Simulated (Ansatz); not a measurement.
# CH$_{7}$Al$_{2}$B: geometry relaxation (part 2 of 2)

CH$_{7}$Al$_{2}$B, SMILES C[BH][AlH][AlH2]; RKS PBE-D4/def2-SVP (Ansatz 0.2.0). The geometry: force-field start.

Trajectory as extended XYZ, continued:
```
11
Properties=species:S:1:pos:R:3:forces:R:3 step=9 energy=-15003.28198
C    -1.9007    0.2304   -0.3824    0.0053   0.0151   0.1159
B    -1.1283    0.2272    0.9807    0.0400   0.1583   0.0752
Al    0.8170   -0.6554    1.1005   -0.0135  -0.1095   0.0886
Al    2.6085   -0.1100   -0.7476    0.0048  -0.0105   0.0139
H    -1.5636    1.2497   -0.7247   -0.0480  -0.0331  -0.0506
H    -1.5899   -0.4750   -1.1808   -0.0334   0.0191   0.0639
H    -3.0065    0.2937   -0.3166    0.0061   0.0036  -0.0291
H    -1.6189    0.8945    1.8988    0.0760  -0.1232  -0.1913
H     1.1344   -1.8271    2.1861   -0.0276   0.0529  -0.1233
H     4.2082   -0.2482   -0.5824   -0.0266   0.0494   0.0177
H     2.1053    0.3628   -2.2110    0.0169  -0.0220   0.0191
11
Properties=species:S:1:pos:R:3:forces:R:3 step=10 energy=-15003.30946
C    -1.9218    0.2319   -0.3560    0.0762   0.0750  -0.0860
B    -1.0901    0.2874    0.9710    0.0241  -0.0885  -0.0051
Al    0.8096   -0.6764    1.0784    0.0335  -0.1512  -0.0780
Al    2.6255   -0.1488   -0.7357    0.1922   0.2112   0.0620
H    -1.5895    1.2197   -0.7949   -0.0996  -0.1454   0.0308
H    -1.6640   -0.5338   -1.1214   -0.0436   0.0823   0.1193
H    -3.0239    0.3137   -0.2400    0.0637   0.0088  -0.0167
H    -1.5426    0.9794    1.8700   -0.0010   0.0888   0.0193
H     1.0770   -1.9436    2.0563   -0.0611   0.0441  -0.0319
H     4.2352   -0.0797   -0.4876   -0.2027  -0.0282  -0.0221
H     2.1501    0.2930   -2.2195    0.0184  -0.0969   0.0084
11
Properties=species:S:1:pos:R:3:forces:R:3 step=11 energy=-15003.32270
C    -1.9415    0.2266   -0.3252    0.0754   0.1274  -0.2801
B    -1.0528    0.3140    0.9660    0.0484  -0.1685  -0.1044
Al    0.8002   -0.7404    1.0184   -0.0594   0.0858   0.1126
Al    2.6484   -0.0234   -0.6906    0.2783  -0.2668  -0.2266
H    -1.6096    1.1805   -0.8455   -0.1692  -0.2727   0.1501
H    -1.7454   -0.5913   -1.0613   -0.0592   0.1760   0.2209
H    -3.0369    0.3395   -0.1606    0.1168   0.0271  -0.0357
H    -1.4347    1.0821    1.8357    0.0084   0.0656   0.0369
H     0.9672   -2.0652    1.9497    0.0223   0.0717  -0.1412
H     4.2623    0.0619   -0.4031   -0.3458   0.1178  -0.0298
H     2.2082    0.1585   -2.2628    0.0840   0.0365   0.2974
11
Properties=species:S:1:pos:R:3:forces:R:3 step=12 energy=-15003.37397
C    -1.9713    0.2345   -0.3073    0.0445   0.0254  -0.0925
B    -1.0305    0.3288    0.9462    0.0174  -0.0468  -0.0105
Al    0.7973   -0.7636    0.9720   -0.0286   0.0058   0.0518
Al    2.6829   -0.0767   -0.6847    0.1079  -0.0408  -0.0299
H    -1.6589    1.1612   -0.8662   -0.0686  -0.0793   0.0351
H    -1.8220   -0.6101   -1.0145   -0.0304   0.0695   0.0783
H    -3.0548    0.3698   -0.1023    0.0372   0.0205   0.0133
H    -1.3458    1.1417    1.8082    0.0159  -0.0108  -0.0240
H     0.9467   -2.1295    1.8334   -0.0105   0.0321  -0.0528
H     4.2305    0.2366   -0.3111   -0.1380   0.0287  -0.0244
H     2.2914    0.0501   -2.2532    0.0534  -0.0042   0.0556
11
Properties=species:S:1:pos:R:3:forces:R:3 step=13 energy=-15003.39558
C    -2.0060    0.2418   -0.2845   -0.0272   0.0224   0.0139
B    -1.0136    0.3406    0.9285    0.0326  -0.0447  -0.0348
Al    0.7919   -0.7852    0.9213   -0.0096   0.0323   0.0051
Al    2.7214   -0.0865   -0.6799    0.0473  -0.0222  -0.0198
H    -1.7253    1.1500   -0.8810   -0.0272  -0.0110  -0.0033
H    -1.9114   -0.6229   -0.9720   -0.0040   0.0136   0.0171
H    -3.0734    0.3954   -0.0172    0.0148   0.0094  -0.0006
H    -1.2808    1.1795    1.7810    0.0209  -0.0083  -0.0034
H     0.9102   -2.1790    1.7347   -0.0010   0.0033  -0.0172
H     4.2032    0.3795   -0.2350   -0.0580   0.0187   0.0120
H     2.4492   -0.0704   -2.2752    0.0114  -0.0134   0.0311
11
Properties=species:S:1:pos:R:3:forces:R:3 step=14 energy=-15003.40779
C    -2.0470    0.2549   -0.2674   -0.0617   0.0388   0.0883
B    -0.9856    0.3483    0.8907   -0.0705  -0.0706  -0.0321
Al    0.7991   -0.8040    0.8601    0.0031   0.0290  -0.0269
Al    2.7669   -0.0997   -0.6793    0.0987   0.0417   0.0258
H    -1.8126    1.1554   -0.8919   -0.0131   0.0084  -0.0077
H    -2.0041   -0.6193   -0.9477    0.0067   0.0124   0.0166
H    -3.0957    0.4140    0.0732    0.0932  -0.0079  -0.0258
H    -1.1996    1.1941    1.7534    0.0278  -0.0011  -0.0301
H     0.8959   -2.2117    1.6483   -0.0069  -0.0106   0.0118
H     4.1688    0.5210   -0.1314   -0.1534  -0.0520  -0.1080
H     2.5794   -0.2103   -2.2874    0.0760   0.0119   0.0882
11
Properties=species:S:1:pos:R:3:forces:R:3 step=15 energy=-15003.41175
C    -2.0922    0.2629   -0.2492   -0.0844  -0.0229   0.1306
B    -0.9903    0.3239    0.8770   -0.0301   0.1376  -0.1859
Al    0.7948   -0.8245    0.8179   -0.0428  -0.0436   0.0076
Al    2.7977   -0.1137   -0.6679    0.2542   0.1526  -0.1294
H    -1.8678    1.1584   -0.8853   -0.0020  -0.0082   0.0383
H    -2.0953   -0.6139   -0.9299    0.0007   0.0444   0.0591
H    -3.1250    0.4431    0.1342    0.1440  -0.0199  -0.0590
H    -1.1337    1.2071    1.7208   -0.0168  -0.0886  -0.0120
H     0.8786   -2.2348    1.6040    0.0248  -0.0099   0.0107
H     4.1477    0.6274   -0.1114   -0.2414  -0.1294  -0.0643
H     2.7509   -0.2931   -2.2896   -0.0064  -0.0120   0.2043
11
Properties=species:S:1:pos:R:3:forces:R:3 step=16 energy=-15003.41894
C    -2.1086    0.2706   -0.2462    0.0180   0.0161   0.0770
B    -0.9744    0.3386    0.8461   -0.1787  -0.0314   0.0011
Al    0.7964   -0.8330    0.7981    0.0133   0.0220  -0.0350
Al    2.8113   -0.1145   -0.6689    0.1935   0.0892  -0.0830
H    -1.9068    1.1688   -0.8855   -0.0145  -0.0012   0.0093
H    -2.1237   -0.6046   -0.9277    0.0103   0.0371   0.0403
H    -3.1300    0.4431    0.1644    0.1023  -0.0076  -0.0269
H    -1.1252    1.1929    1.7199    0.0446  -0.0444  -0.0793
H     0.8935   -2.2370    1.5957   -0.0114   0.0101   0.0067
H     4.1317    0.6502   -0.0942   -0.1717  -0.0887  -0.0527
H     2.8014   -0.3323   -2.2811   -0.0056  -0.0010   0.1426
11
Properties=species:S:1:pos:R:3:forces:R:3 step=17 energy=-15003.41422 accepted=F
C    -2.1469    0.2872   -0.2348   -0.4573   0.1102  -0.2543
B    -0.9855    0.3211    0.7895    0.6169  -0.1341   0.2753
Al    0.7945   -0.8482    0.7431   -0.0759  -0.0025  -0.0929
Al    2.8465   -0.1146   -0.6623    0.0225  -0.0007   0.0271
H    -2.0125    1.2013   -0.8707    0.0316  -0.0397   0.0565
H    -2.2014   -0.5765   -0.9274    0.0189   0.0184   0.0336
H    -3.1438    0.4424    0.2367    0.0292  -0.0043  -0.0057
H    -0.9849    1.1647    1.6831   -0.2052   0.0630  -0.0643
H     0.8861   -2.2403    1.5588    0.0179  -0.0134   0.0355
H     4.0601    0.7599   -0.0595    0.0027   0.0111  -0.0012
H     2.9533   -0.4543   -2.2358   -0.0013  -0.0081  -0.0095
11
Properties=species:S:1:pos:R:3:forces:R:3 step=18 energy=-15003.42625
C    -2.1348    0.2817   -0.2407   -0.0831   0.0005  -0.0315
B    -0.9762    0.3157    0.8141    0.0447  -0.0170   0.0165
Al    0.7977   -0.8536    0.7508    0.0272   0.0386   0.0381
Al    2.8475   -0.1158   -0.6631   -0.0132   0.0163  -0.0326
H    -1.9565    1.1899   -0.8723    0.0071  -0.0047   0.0191
H    -2.1782   -0.5832   -0.9326   -0.0008   0.0214   0.0204
H    -3.1391    0.4527    0.2065    0.0355  -0.0028  -0.0083
H    -1.0675    1.1716    1.6923   -0.0039  -0.0206  -0.0286
H     0.9021   -2.2312    1.5942   -0.0088  -0.0040  -0.0146
H     4.1032    0.7148   -0.0722   -0.0443  -0.0332  -0.0253
H     2.8673   -0.3999   -2.2564    0.0396   0.0053   0.0468
11
Properties=species:S:1:pos:R:3:forces:R:3 step=19 energy=-15003.42665
C    -2.1459    0.2858   -0.2336   -0.0770  -0.0058  -0.0616
B    -0.9751    0.3089    0.8053    0.1056   0.0017   0.0564
Al    0.8038   -0.8525    0.7468   -0.0731   0.0125  -0.0475
Al    2.8357   -0.1019   -0.6832    0.0478  -0.0955   0.0038
H    -1.9764    1.1969   -0.8631    0.0131  -0.0057   0.0200
H    -2.2010   -0.5760   -0.9278   -0.0055   0.0096   0.0080
H    -3.1424    0.4572    0.2283    0.0080  -0.0019   0.0071
H    -1.0462    1.1665    1.6827   -0.0305   0.0033  -0.0101
H     0.8949   -2.2357    1.5833    0.0299   0.0148  -0.0071
H     4.0628    0.7349   -0.0585    0.0051   0.0435  -0.0058
H     2.9552   -0.4413   -2.2597   -0.0233   0.0235   0.0368
11
Properties=species:S:1:pos:R:3:forces:R:3 step=20 energy=-15003.42507 accepted=F
C    -2.1788    0.2836   -0.2237    0.0341   0.0393   0.1693
B    -0.9760    0.3091    0.7881   -0.1149  -0.1220  -0.1882
Al    0.7924   -0.8471    0.6924    0.1236  -0.0022   0.0134
Al    2.8895   -0.1372   -0.6653   -0.0306   0.0755  -0.0117
H    -2.0107    1.2153   -0.8190   -0.0554   0.0550  -0.0591
H    -2.2779   -0.5528   -0.9424    0.0828  -0.0225   0.0369
H    -3.1491    0.4512    0.2913   -0.0339   0.0245  -0.0529
H    -1.0520    1.1690    1.6558    0.0180   0.0495   0.0757
H     0.9126   -2.2273    1.5247   -0.0224  -0.0320   0.0199
H     4.0494    0.8126   -0.0628   -0.0154  -0.0374   0.0099
H     3.0662   -0.5333   -2.2184    0.0141  -0.0276  -0.0133
11
Properties=species:S:1:pos:R:3:forces:R:3 step=21 energy=-15003.43033
C    -2.1642    0.2888   -0.2284   -0.0280   0.0106   0.0004
B    -0.9749    0.3073    0.7922    0.0202  -0.0257  -0.0065
Al    0.8005   -0.8535    0.7191    0.0037   0.0006  -0.0158
Al    2.8646   -0.1232   -0.6739   -0.0001  -0.0008  -0.0035
H    -2.0017    1.2092   -0.8455   -0.0037   0.0030  -0.0021
H    -2.2355   -0.5634   -0.9320    0.0103  -0.0001   0.0079
H    -3.1498    0.4570    0.2573   -0.0001   0.0011  -0.0056
H    -1.0416    1.1627    1.6707   -0.0055   0.0112   0.0123
H     0.9063   -2.2326    1.5597    0.0005   0.0019   0.0018
H     4.0526    0.7775   -0.0581    0.0024   0.0029   0.0004
H     3.0093   -0.4868   -2.2404    0.0003  -0.0046   0.0107
11
Properties=species:S:1:pos:R:3:forces:R:3 step=22 energy=-15003.43085
C    -2.1783    0.2933   -0.2248   -0.0248   0.0213   0.0034
B    -0.9746    0.3038    0.7787    0.0069  -0.0406  -0.0064
Al    0.8009   -0.8556    0.6983    0.0165   0.0114  -0.0033
Al    2.8801   -0.1256   -0.6723   -0.0092  -0.0031  -0.0074
H    -2.0272    1.2201   -0.8353   -0.0051  -0.0011  -0.0031
H    -2.2599   -0.5529   -0.9345    0.0112   0.0010   0.0088
H    -3.1560    0.4564    0.2787    0.0037  -0.0023  -0.0100
H    -1.0301    1.1527    1.6645   -0.0014   0.0165   0.0116
H     0.9108   -2.2284    1.5489   -0.0046  -0.0016  -0.0007
H     4.0448    0.8045   -0.0548    0.0001  -0.0022  -0.0034
H     3.0550   -0.5255   -2.2269    0.0066   0.0008   0.0107
11
Properties=species:S:1:pos:R:3:forces:R:3 step=23 energy=-15003.43106
C    -2.1901    0.2974   -0.2209   -0.0184   0.0151   0.0053
B    -0.9766    0.2980    0.7713    0.0092  -0.0077  -0.0182
Al    0.8017   -0.8564    0.6838    0.0071   0.0032   0.0016
Al    2.8911   -0.1290   -0.6719    0.0004   0.0050  -0.0231
H    -2.0462    1.2287   -0.8264   -0.0006  -0.0077   0.0031
H    -2.2782   -0.5443   -0.9351    0.0048   0.0019   0.0075
H    -3.1627    0.4570    0.2939    0.0088  -0.0060  -0.0111
H    -1.0202    1.1463    1.6594   -0.0043   0.0050   0.0130
H     0.9121   -2.2266    1.5388   -0.0018  -0.0024   0.0000
H     4.0355    0.8278   -0.0561   -0.0046  -0.0077  -0.0005
H     3.0989   -0.5561   -2.2162   -0.0006   0.0014   0.0224
```

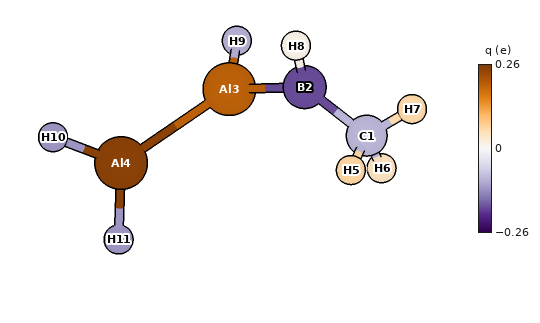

Mulliken charges, as the colour of each atom (ball-and-stick view, seen at a tilt; atoms are numbered from 1 in the order of the input). By element: C −0.09, B −0.18, Al +0.20 to +0.25 and H −0.12 to +0.06 e.

The run was set up as follows.

The input:
```yaml
crystal:
  periodic: [false, false, false]
  atoms:
    - {symbol: C, position_ang: [-1.675200, 0.419600, -0.447300]}
    - {symbol: B, position_ang: [-1.173700, -0.072900, 0.927200]}
    - {symbol: Al, position_ang: [0.802300, -0.518400, 1.122200]}
    - {symbol: Al, position_ang: [2.430000, -0.202600, -0.809400]}
    - {symbol: H, position_ang: [-1.206900, 1.403800, -0.742100]}
    - {symbol: H, position_ang: [-1.536600, -0.275300, -1.251000]}
    - {symbol: H, position_ang: [-2.787800, 0.651700, -0.374600]}
    - {symbol: H, position_ang: [-1.862400, -0.195200, 1.838400]}
    - {symbol: H, position_ang: [1.403000, -1.041400, 2.571700]}
    - {symbol: H, position_ang: [3.912200, -0.553300, -0.645300]}
    - {symbol: H, position_ang: [1.760600, 0.326800, -2.169200]}
basis:
  gaussian: {orbitals: def2-SVP}
hamiltonian: {xc: pbe, dispersion: d4}
relax: {f_tol: 0.03, max_steps: 200}
```

Launched with:
```bash
ansatz run in.yaml --threads 2 --pin off --events-out ev --progress --plain --max-ram 4352MiB
```

Summary:

- outcome: converged
- total energy: −15003.4311 eV
- mean-field energy: −15003.2541 eV
- dispersion energy: −0.1770 eV
- SCF solution under orbital rotations: stable
- largest force (length of the vector) at the end: 0.024 eV/Å
- dipole moment: 1.42 D
- hardware: 2 threads of Intel Xeon @ 2.50GHz, 15 GiB of memory available, shared host
- wall time: 52 s (CPU time 98 s)
- peak memory: 0.15 GiB
